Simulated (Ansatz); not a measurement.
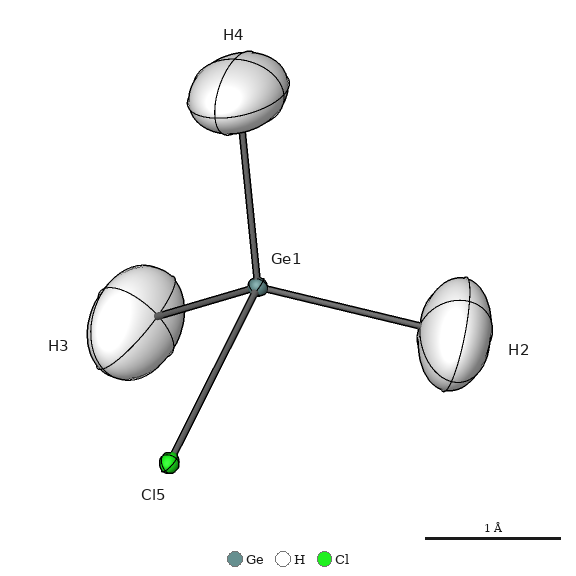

Displacement ellipsoids at the 50 % level, enlarged 2 times, from the internal vibrations of the free molecule (harmonic, no overall translation or rotation; no half-axis is drawn under 0.075 Å). Vibrations computed with RKS PBE0-D4/def2-TZVP (Ansatz 0.2.0). Temperature: 298 K.

List U_eq and the three principal root-mean-square amplitudes for each kind of atom.

```
      atom  U_eq (Å²)   rms amplitudes (Å)
       Ge1    0.00009  0.005, 0.005, 0.015
H2, H3, H4     0.0156  0.087, 0.116, 0.161
       Cl5    0.00034  0.004, 0.004, 0.031
```
